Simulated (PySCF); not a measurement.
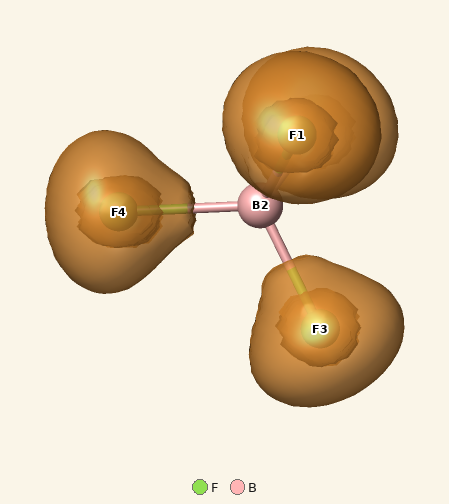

Figure. BF4 (SMILES F[B-](F)(F)F) (charge −1). Isosurface of the electron localisation function at 0.75 (orange), seen at a tilt. Core shells and regions of very low density are left out.

Geometry: GFN2-xTB, MD frame at 250 fs, 400 K.

Theory: PBE0/pcSseg-1, SCF density, gas phase, non-relativistic in PySCF.

```csv
atom,x (Å),y (Å),z (Å)
F,-1.0278,0.7516,0.8897
B,-0.3593,0.0755,-0.1102
F,0.8335,-0.5058,0.3572
F,-1.2431,-0.8774,-0.7652
F,0.0041,1.1182,-0.9789
```

Where are the electrons localised?

The surface consists of four regions on F in which the atom's valence shell and bonds are merged. Profiles from the grid: B–F (1.38 Å): the ELF peaks at about 0.85 between the atoms; a polar covalent bond. B–F (1.46 Å): the ELF peaks at about 0.85 between the atoms (a polar covalent bond).
